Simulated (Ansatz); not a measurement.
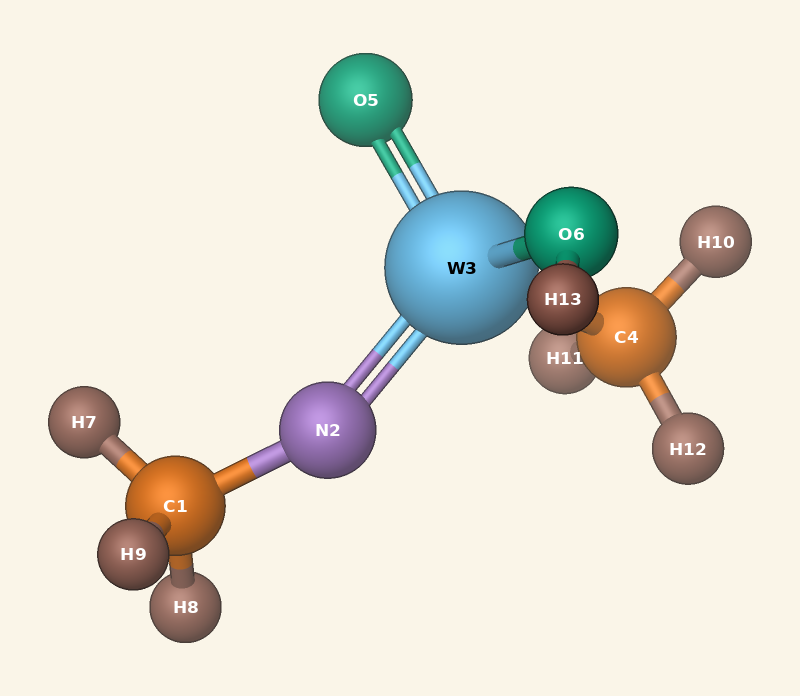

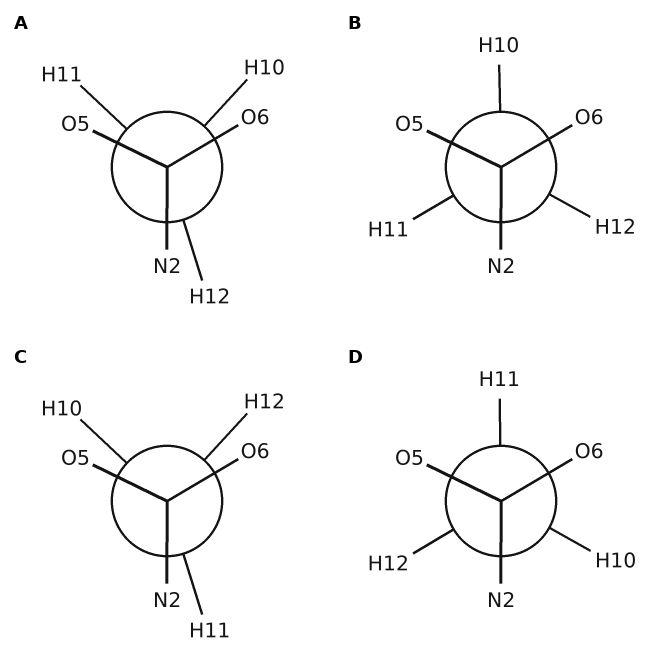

Depth is shown by fading: the farther an atom, the more it takes the colour of the background. Bonds that would overlap in a projection are set slightly apart. Charge 0, singlet. Computed geometry: PBE0-D4/def2-TZVP optimisation.

### Which Newman projection shows the view along W3–C4, with W3 in front?

B. The torsion angle O6–W3–C4–H10 is −61°, synclinal (gauche).
